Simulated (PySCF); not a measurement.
## Electronic structure of C₂H₃F₃O···C₆H₆ in real space

```xyz
21

O     1.2124   -0.3547    0.2042
C     0.1183    0.4912    0.3485
C    -1.1874   -0.1762   -0.1002
F    -1.2757   -0.3294   -1.4241
F    -1.3292   -1.3973    0.4389
F    -2.2561    0.5405    0.2814
H     1.1481   -1.0860    0.8360
H    -0.0247    0.8220    1.3867
H     0.2923    1.3593   -0.2923
C     1.5668   -1.0482    3.2996
C     1.2904    0.2292    3.7602
C    -0.0139    0.5898    4.0587
C    -1.0415   -0.3270    3.9020
C    -0.7652   -1.6048    3.4450
C     0.5379   -1.9643    3.1407
H     2.5842   -1.3306    3.0710
H     2.0914    0.9423    3.8884
H    -0.2283    1.5859    4.4177
H    -2.0580   -0.0463    4.1352
H    -1.5648   -2.3193    3.3234
H     0.7523   -2.9626    2.7872
```

Geometry: GFN2-xTB.

All numbers below come from PySCF 2.14.0, PBE0-D3(BJ)/def2-SVP, SCF density, gas phase.

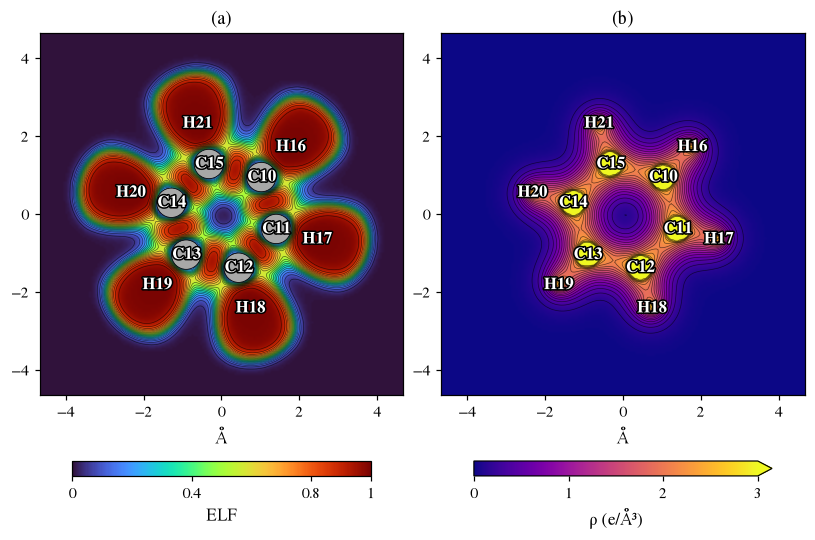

Figure 1. (a) ELF; (b) total electron density on the plane of atoms C13, C14 and C15. Grey discs cover the atomic cores in the ELF map.

What does the map show?

The section cuts through C and H sites. C–C (1.38 Å): ρ at the midpoint is about 2.1 e/Å³; the ELF peaks at about 0.95 between the atoms (localised, covalent bonding). C–H (1.08 Å): ρ at the midpoint is about 2 e/Å³; the ELF climbs to about 1 towards the hydrogen, as it does in any bond to H (an ordinary covalent bond to hydrogen).

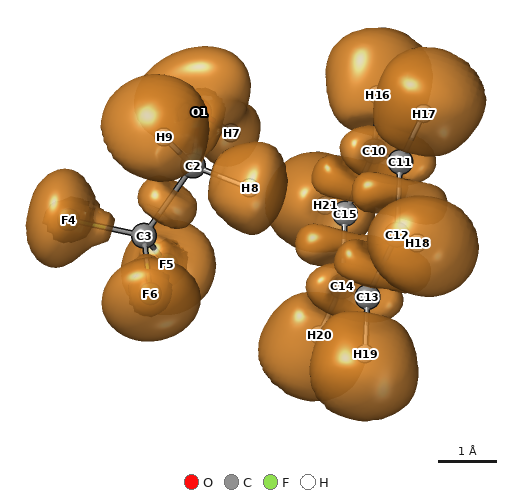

Figure 2. Isosurface of the electron localisation function at 0.75 (orange), seen at a tilt. Core shells and regions of very low density are left out.

Where are the electrons localised?

The surface consists of seven regions between bonded C–C atoms (shared pairs), eight regions around hydrogen nuclei, three regions on F in which the atom's valence shell and bonds are merged and one joined region spread over several atoms (H, O), in which their bonds and any lone pairs are merged. Along the contacts the grid gives the following. C10···H7 (2.50 Å): the ELF dips to about 0.05 between them. C–F (1.34 Å): the ELF peaks at about 0.85 between the atoms; a polar covalent bond.

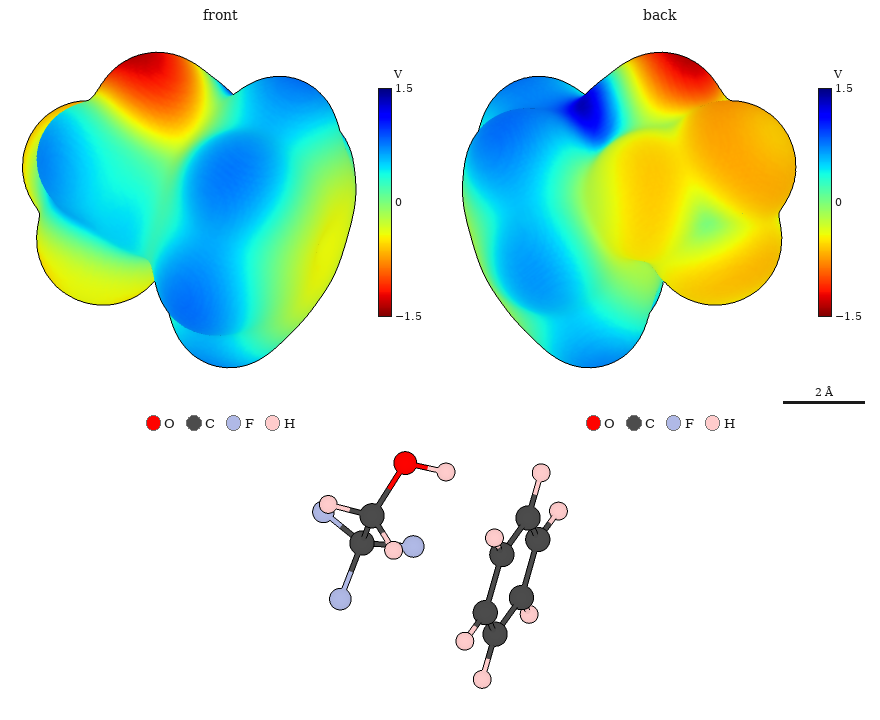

Figure 3. The electrostatic potential painted on the density surface at 0.001 e/bohr³, seen from the front and from behind; the colour scale runs from red (negative) to blue (positive). The bare structure is drawn below in the same view.

Which sites attract a positive test charge, and which a negative one?

A positive charge is drawn to the negative regions and a negative charge to the positive ones. The most negative region (about −1.3 V, or −30 kcal/mol for a unit charge) lies over O1, the most positive (about +1.2 V, or +28 kcal/mol for a unit charge) over H7. O1 is the likeliest acceptor of a hydrogen bond.
